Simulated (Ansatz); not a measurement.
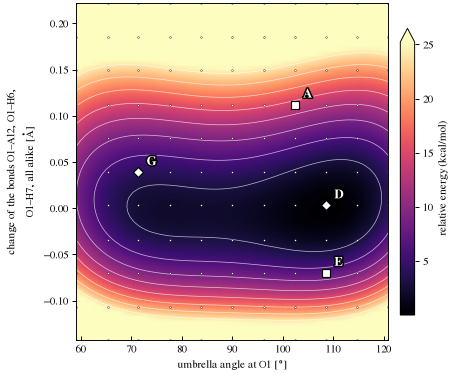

AlCl3H2O, SMILES [OH2+][Al-]([Cl])([Cl])[Cl]. First axis: umbrella angle at O1 (between each of its bonds and their common axis; 90 is planar). Second axis: change of the bonds O1–Al2, O1–H6, O1–H7, all alike. Nothing is relaxed (all other coordinates rigid). Grid: 11 × 11 points. Points are written as (first, second). Energies: kcal/mol, counted from the relaxed molecule at the same level. All numbers below come from Ansatz 0.2.0, RKS B3LYP-D4/def2-SVP.

Drawn: a smooth colour map with a few white contour lines, dots at the grid points, one colour for all values above the top of the scale, lettered points. Between grid points the surface is interpolated.

Is G the lowest point of the computed grid?

No. G lies 4.2 kcal/mol above the lowest grid point, which is at (108.6°, 0.003 Å).

What kind of point is each of A, D, E, G: minimum, saddle, maximum or slope?

A: on a slope; D: minimum; E: on a slope; G: on a slope. (In these two coordinates alone; a stationary point may lie a little off the grid point.)
